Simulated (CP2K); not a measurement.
# One shape, several levels: singlet [SiNH2F2]−

We compute a comparison of 4 runs (BLYP-D3(BJ)/DZVP-MOLOPT-SR-GTH, PBE/DZVP-MOLOPT-SR-GTH, PBE/TZV2P-MOLOPT-PBE-GTH, revPBE-D3(BJ)/TZV2P-MOLOPT-PBE-GTH) of singlet [SiNH2F2]−. 

Program for the calculation: CP2K 2026.2.

1 further run of the same task is left out (it didn't finish).

## Step 1: The molecule

[SiNH2F2]−: 6 atoms, total charge -1, spin state singlet. SMILES of the parent species: `[NH][SiH](F)F`. The shape is that of a PBE0-D4/def2-TZVP optimisation. This is one conformer, not always the lowest. That shape belongs to the parent species and isn't relaxed for this state.

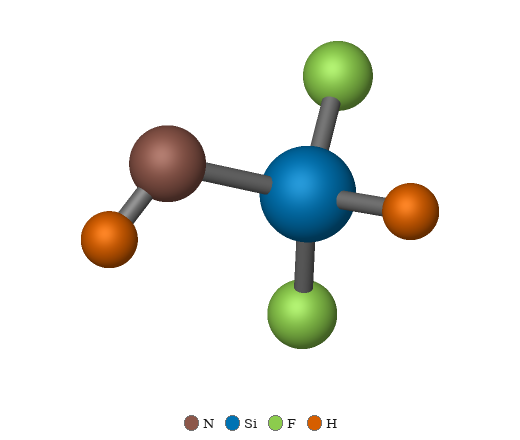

Viewed from a chosen angle; nitrogen brown, silicon blue, fluorine green, hydrogen orange.

## Step 2: A single-point energy at BLYP-D3(BJ)/DZVP-MOLOPT-SR-GTH (core potential) (run 1)

qs.inp reads:

```
&GLOBAL
  PROJECT_NAME qs
  RUN_TYPE ENERGY
  PRINT_LEVEL MEDIUM
&END GLOBAL

&FORCE_EVAL
  METHOD Quickstep
  &DFT
    BASIS_SET_FILE_NAME BASIS_MOLOPT
    POTENTIAL_FILE_NAME GTH_POTENTIALS
    CHARGE -1
    MULTIPLICITY 1
    &QS
      METHOD GPW
      EPS_DEFAULT 1.0E-10
    &END QS
    &MGRID
      CUTOFF 400
      REL_CUTOFF 50
      NGRIDS 4
    &END MGRID
    &POISSON
      PERIODIC NONE
      POISSON_SOLVER WAVELET
    &END POISSON
    &SCF
      SCF_GUESS ATOMIC
      EPS_SCF 1.0E-06
      MAX_SCF 40
      &OT ON
        MINIMIZER DIIS
        PRECONDITIONER FULL_ALL
      &END OT
      &OUTER_SCF
        EPS_SCF 1.0E-06
        MAX_SCF 10
      &END OUTER_SCF
    &END SCF
    &XC
      &XC_FUNCTIONAL BLYP
      &END XC_FUNCTIONAL
      &VDW_POTENTIAL
        POTENTIAL_TYPE PAIR_POTENTIAL
        &PAIR_POTENTIAL
          TYPE DFTD3(BJ)
          PARAMETER_FILE_NAME dftd3.dat
          REFERENCE_FUNCTIONAL BLYP
          R_CUTOFF 15
        &END PAIR_POTENTIAL
      &END VDW_POTENTIAL
    &END XC
    &PRINT
      &MOMENTS
        PERIODIC F
        REFERENCE COM
        MAX_MOMENT 1
      &END MOMENTS
      &MO_CUBES
        NLUMO 3
        NHOMO -1
        WRITE_CUBE F
      &END MO_CUBES
      &HIRSHFELD OFF
      &END HIRSHFELD
    &END PRINT
  &END DFT
  ! structure
  &SUBSYS
    &CELL
      ABC [angstrom] 12.9 12.9 12.9
      PERIODIC NONE
    &END CELL
    &COORD
      N      6.124150     7.568450     5.355400
      Si     6.337550     6.321850     6.532100
      F      7.728250     5.625350     6.254400
      F      5.240950     5.176550     6.466500
      H      5.171750     7.723450     5.022600
      H      6.336750     6.920850     7.877400
    &END COORD
    &KIND N
      BASIS_SET DZVP-MOLOPT-SR-GTH-q5
      POTENTIAL GTH-BLYP-q5
    &END KIND
    &KIND Si
      BASIS_SET DZVP-MOLOPT-SR-GTH-q4
      POTENTIAL GTH-BLYP-q4
    &END KIND
    &KIND F
      BASIS_SET DZVP-MOLOPT-SR-GTH-q7
      POTENTIAL GTH-BLYP-q7
    &END KIND
    &KIND H
      BASIS_SET DZVP-MOLOPT-SR-GTH-q1
      POTENTIAL GTH-BLYP-q1
    &END KIND
  &END SUBSYS
&END FORCE_EVAL
```

Launch:

```console
$ OMP_NUM_THREADS=1 cp2k.psmp qs.inp > qs.out
```

The log of the run:

```text
CP2K| version string:                                       CP2K version 2026.2
[...]
 GLOBAL| Method name                                                        CP2K
[...]
 GLOBAL| Run type                                                         ENERGY
[...]
 DFT| Spin restricted Kohn-Sham (RKS) calculation                            RKS
 DFT| Multiplicity                                                             1
[...]
 DFT| Charge                                                                  -1
[...]
 FUNCTIONAL| BECKE88:
 FUNCTIONAL| LYP:
[...]
 QS| Method:                                                                 GPW
[...]
 QS| Density cutoff [a.u.]:                                                200.0
[...]
 QS| Relative density cutoff [a.u.]:                                        25.0
[...]
                             - Atoms:                                          6
[...]
                             - Spherical basis functions:                     62
[...]
 Number of electrons:                                                         26
[...]
     1 OT DIIS     0.15E+00   10.4     0.21323416       -61.2241609417 -6.12E+01
[...]
    28 OT DIIS     0.15E+00    5.6     0.00000084       -63.6454556988 -6.52E-11
  *** SCF run converged in    28 steps ***
[...]
  Overlap energy of the core charge distribution:               0.00000009975127
  Self energy of the core charge distribution:               -167.29051446035206
  Core Hamiltonian energy:                                     47.29717426112816
  Hartree energy:                                              70.43181619239074
  Exchange-correlation energy:                                -14.07679848458616
  Dispersion energy:                                           -0.00713330712555
  Total energy:                                               -63.64545569879359
[...]
                     Mulliken Population Analysis
 #  Atom  Element  Kind  Atomic population                           Net charge
       1     N        1          5.664584                             -0.664584
       2     Si       2          3.616318                              0.383682
       3     F        3          7.377339                             -0.377339
       4     F        3          7.378718                             -0.378718
       5     H        4          0.975146                              0.024854
       6     H        4          0.987895                              0.012105
 # Total charge                             26.000000                 -1.000000
[...]
 HOMO - LUMO gap [eV] :    4.724308
 ENERGY| Total FORCE_EVAL ( QS ) energy [hartree]            -63.645455698793590
[...]
```

Wall time 2.9 min (1 thread of Intel Xeon Platinum 8259CL at 2.50GHz (Skylake/Cascade Lake), shared host); peak memory 1.5 GiB.

## Step 3: The energy at PBE/DZVP-MOLOPT-SR-GTH (core potential) (run 2)

molecule.xyz reads:

```xyz
6

N     -0.025400     1.001700    -0.903700
Si     0.188000    -0.244900     0.273000
F      1.578700    -0.941400    -0.004700
F     -0.908600    -1.390200     0.207400
H     -0.977800     1.156700    -1.236500
H      0.187200     0.354100     1.618300
```

gas.inp reads:

```
&GLOBAL
  PROJECT gas
  RUN_TYPE ENERGY
  PRINT_LEVEL MEDIUM
&END
&FORCE_EVAL
  METHOD QS
  &DFT
    BASIS_SET_FILE_NAME BASIS_MOLOPT
    POTENTIAL_FILE_NAME GTH_POTENTIALS
    CHARGE -1
    MULTIPLICITY 1
    # Quickstep
    &QS
      METHOD GPW
      EPS_DEFAULT 1.0E-10
    &END
    &MGRID
      CUTOFF 400
      REL_CUTOFF 50
      NGRIDS 4
    &END
    # no periodic images
    &POISSON
      PERIODIC NONE
      POISSON_SOLVER WAVELET
    &END
    &SCF
      SCF_GUESS ATOMIC
      EPS_SCF 1.0E-06
      MAX_SCF 50
      &OT ON
        MINIMIZER CG
        PRECONDITIONER FULL_SINGLE_INVERSE
      &END
      &OUTER_SCF
        EPS_SCF 1.0E-06
        MAX_SCF 8
      &END
    &END
    # functional
    &XC
      &XC_FUNCTIONAL PBE
      &END
    &END
    # extra output
    &PRINT
      &MOMENTS
        PERIODIC F
        REFERENCE COM
        MAX_MOMENT 1
      &END
      &MO_CUBES
        NLUMO 3
        NHOMO -1
        WRITE_CUBE F
      &END
      &HIRSHFELD OFF
      &END
    &END
  &END
  &SUBSYS
    &CELL
      ABC [angstrom] 12.9 12.9 12.9
      PERIODIC NONE
    &END
    &TOPOLOGY
      COORD_FILE_NAME molecule.xyz
      COORD_FILE_FORMAT XYZ
      &CENTER_COORDINATES
      &END
    &END
    &KIND N
      BASIS_SET DZVP-MOLOPT-SR-GTH-q5
      POTENTIAL GTH-PBE-q5
    &END
    &KIND Si
      BASIS_SET DZVP-MOLOPT-SR-GTH-q4
      POTENTIAL GTH-PBE-q4
    &END
    &KIND F
      BASIS_SET DZVP-MOLOPT-SR-GTH-q7
      POTENTIAL GTH-PBE-q7
    &END
    &KIND H
      BASIS_SET DZVP-MOLOPT-SR-GTH-q1
      POTENTIAL GTH-PBE-q1
    &END
  &END
&END
```

Launch:

```console
$ OMP_NUM_THREADS=1 cp2k.psmp gas.inp > gas.out
```

The log of the run:

```text
CP2K| version string:                                       CP2K version 2026.2
[...]
 GLOBAL| Method name                                                        CP2K
[...]
 GLOBAL| Run type                                                         ENERGY
[...]
 DFT| Spin restricted Kohn-Sham (RKS) calculation                            RKS
 DFT| Multiplicity                                                             1
[...]
 DFT| Charge                                                                  -1
[...]
 FUNCTIONAL| PBE:
 QS| Method:                                                                 GPW
[...]
 QS| Density cutoff [a.u.]:                                                200.0
[...]
 QS| Relative density cutoff [a.u.]:                                        25.0
[...]
                             - Atoms:                                          6
[...]
                             - Spherical basis functions:                     62
[...]
 Number of electrons:                                                         26
[...]
     1 OT CG       0.80E-01   10.8     0.18495547       -61.2435155822 -6.12E+01
[...]
    30 OT CG       0.13E+00    5.7     0.00000075       -63.6794170950 -8.26E-11
  *** SCF run converged in    30 steps ***
[...]
  Overlap energy of the core charge distribution:               0.00000010531924
  Self energy of the core charge distribution:               -166.55442463035092
  Core Hamiltonian energy:                                     47.15674069171916
  Hartree energy:                                              69.83196974710258
  Exchange-correlation energy:                                -14.11370300879438
  Total energy:                                               -63.67941709500434
[...]
                     Mulliken Population Analysis
 #  Atom  Element  Kind  Atomic population                           Net charge
       1     N        1          5.661543                             -0.661543
       2     Si       2          3.673825                              0.326175
       3     F        3          7.362135                             -0.362135
       4     F        3          7.366323                             -0.366323
       5     H        4          0.968600                              0.031400
       6     H        4          0.967573                              0.032427
 # Total charge                             26.000000                 -1.000000
[...]
  Dipole moment [Debye]
    X= -0.2779846E+00 Y= -0.3504103E+01 Z=  0.2184507E+01  Total=      4.1386087
[...]
 HOMO - LUMO gap [eV] :    4.755240
 ENERGY| Total FORCE_EVAL ( QS ) energy [hartree]            -63.679417095004339
[...]
```

It took 6 min on 1 thread of Intel Xeon Platinum 8259CL at 2.50GHz (Skylake/Cascade Lake), shared host; peak memory 1.4 GiB.

Run 3 isn't shown in full; the table further down has it.

## Step 4: A single-point energy at revPBE-D3(BJ)/TZV2P-MOLOPT-PBE-GTH (core potential) (run 4)

mol.inp reads:

```
&GLOBAL
   PROJECT_NAME mol
   RUN_TYPE ENERGY
   PRINT_LEVEL MEDIUM
&END GLOBAL
&FORCE_EVAL
   METHOD QS
   &DFT
      BASIS_SET_FILE_NAME BASIS_MOLOPT_UZH
      POTENTIAL_FILE_NAME POTENTIAL_UZH
      CHARGE -1
      &QS
         METHOD GPW
         EPS_DEFAULT 1.0E-10
      &END QS
      &MGRID
         CUTOFF 400
         REL_CUTOFF 50
         NGRIDS 4
      &END MGRID
      &POISSON
         PERIODIC NONE
         POISSON_SOLVER WAVELET
      &END POISSON
      &SCF
         SCF_GUESS ATOMIC
         EPS_SCF 1.0E-06
         MAX_SCF 100
         ADDED_MOS 3
         &DIAGONALIZATION
            ALGORITHM STANDARD
         &END DIAGONALIZATION
         &MIXING
            METHOD BROYDEN_MIXING
            ALPHA 0.3
            NBUFFER 8
         &END MIXING
      &END SCF
      &XC
         &XC_FUNCTIONAL
            &PBE
               PARAMETRIZATION REVPBE
            &END PBE
         &END XC_FUNCTIONAL
         &VDW_POTENTIAL
            POTENTIAL_TYPE PAIR_POTENTIAL
            &PAIR_POTENTIAL
               TYPE DFTD3(BJ)
               PARAMETER_FILE_NAME dftd3.dat
               REFERENCE_FUNCTIONAL revPBE
               R_CUTOFF 15
            &END PAIR_POTENTIAL
         &END VDW_POTENTIAL
      &END XC
      &PRINT
         &MOMENTS
            PERIODIC F
            REFERENCE COM
            MAX_MOMENT 1
         &END MOMENTS
         &MO ON
            ENERGIES T
            OCCUPATION_NUMBERS T
            NDIGITS 6
            &EACH
               QS_SCF 0
            &END EACH
            ADD_LAST NUMERIC
         &END MO
         &HIRSHFELD OFF
         &END HIRSHFELD
      &END PRINT
   &END DFT
   &SUBSYS
      &CELL
         ABC 12.9 12.9 12.9
         PERIODIC NONE
      &END CELL
      &COORD
         N      6.124150     7.568450     5.355400
         Si     6.337550     6.321850     6.532100
         F      7.728250     5.625350     6.254400
         F      5.240950     5.176550     6.466500
         H      5.171750     7.723450     5.022600
         H      6.336750     6.920850     7.877400
      &END COORD
      &KIND N
         BASIS_SET TZV2P-MOLOPT-PBE-GTH-q5
         POTENTIAL GTH-PBE-q5
      &END KIND
      &KIND Si
         BASIS_SET TZV2P-MOLOPT-PBE-GTH-q4
         POTENTIAL GTH-PBE-q4
      &END KIND
      &KIND F
         BASIS_SET TZV2P-MOLOPT-PBE-GTH-q7
         POTENTIAL GTH-PBE-q7
      &END KIND
      &KIND H
         BASIS_SET TZV2P-MOLOPT-PBE-GTH-q1
         POTENTIAL GTH-PBE-q1
      &END KIND
   &END SUBSYS
&END FORCE_EVAL
```

Launch:

```console
$ OMP_NUM_THREADS=1 cp2k.psmp -i mol.inp > mol.out 2>&1
```

The log of the run:

```text
CP2K| version string:                                       CP2K version 2026.2
[...]
 GLOBAL| Method name                                                        CP2K
[...]
 GLOBAL| Run type                                                         ENERGY
[...]
 DFT| Spin restricted Kohn-Sham (RKS) calculation                            RKS
 DFT| Multiplicity                                                             1
[...]
 DFT| Charge                                                                  -1
[...]
 FUNCTIONAL| PBE:
[...]
 QS| Method:                                                                 GPW
[...]
 QS| Density cutoff [a.u.]:                                                200.0
[...]
 QS| Relative density cutoff [a.u.]:                                        25.0
[...]
                             - Atoms:                                          6
[...]
                             - Spherical basis functions:                    144
[...]
 Number of electrons:                                                         26
[...]
     1 NoMix/Diag. 0.30E+00    8.3     0.92394490       -63.8834106303 -6.39E+01
[...]
    25 Broy./Diag. 0.30E+00    8.3     0.00000058       -63.7745061997  1.64E-06
  *** SCF run converged in    25 steps ***
[...]
  Overlap energy of the core charge distribution:               0.00000010788493
  Self energy of the core charge distribution:               -166.62507348831485
  Core Hamiltonian energy:                                     47.15274229149000
  Hartree energy:                                              69.88083160667441
  Exchange-correlation energy:                                -14.17465476875318
  Dispersion energy:                                           -0.00835194867604
  Total energy:                                               -63.77450619969473
[...]
                     Mulliken Population Analysis
 #  Atom  Element  Kind  Atomic population                           Net charge
       1     N        1          5.675510                             -0.675510
       2     Si       2          3.458704                              0.541296
       3     F        3          7.360217                             -0.360217
       4     F        3          7.362515                             -0.362515
       5     H        4          1.025892                             -0.025892
       6     H        4          1.117162                             -0.117162
 # Total charge                             26.000000                 -1.000000
[...]
 ENERGY| Total FORCE_EVAL ( QS ) energy [hartree]            -63.774506199694727
[...]
```

It took 3.1 min on 1 thread of Intel Xeon Platinum 8259CL at 2.50GHz (Skylake/Cascade Lake), shared host; peak memory 2.7 GiB.

## Step 5: Overview of the runs

| run | level | core potential | iteration cap | energy (Eh) | HOMO energy (eV) | LUMO energy (eV) | HOMO–LUMO gap (eV) | wall time |
| --- | --- | --- | --- | --- | --- | --- | --- | --- |
| 1 | BLYP-D3(BJ)/DZVP-MOLOPT-SR-GTH (core potential) | GTH-BLYP | 40 | -63.645456 | 1.79 | 6.51 | 4.72 | 2.9 min |
| 2 | PBE/DZVP-MOLOPT-SR-GTH (core potential) | GTH-PBE | 50 | -63.679417 | 1.59 | 6.34 | 4.76 | 6 min |
| 3 | PBE/TZV2P-MOLOPT-PBE-GTH (core potential) | GTH-PBE | 80 | -63.700520 | 1.26 | 4.93 | 3.67 | 2.7 min |
| 4 | revPBE-D3(BJ)/TZV2P-MOLOPT-PBE-GTH (core potential) | GTH-PBE | 100 | -63.774506 | 1.34 | 4.99 | 3.65 | 3.1 min |

## Step 6: What came out

| quantity | value |
| --- | --- |
| run 4: total energy | -63.77451 Eh |
| run 4: HOMO energy | 1.34 eV |
| run 4: LUMO energy | 4.99 eV |
| run 4: HOMO–LUMO gap (to an unbound level, set by the basis) | 3.65 eV |
| run 4: dispersion energy | -21.93 kJ/mol |

What this shows: The HOMO–LUMO gap runs from 3.65 eV (revPBE-D3(BJ)/TZV2P-MOLOPT-PBE-GTH) to 4.76 eV (PBE/DZVP-MOLOPT-SR-GTH). The two ends differ in method and basis. The empty levels of an anion lie above zero and hang on the basis. Totals of different functionals can't be ranked against each other. In all runs the HOMO lies above zero, from self-interaction, a short basis or an electron that isn't bound. All runs together took 15 min, the longest 6 min.
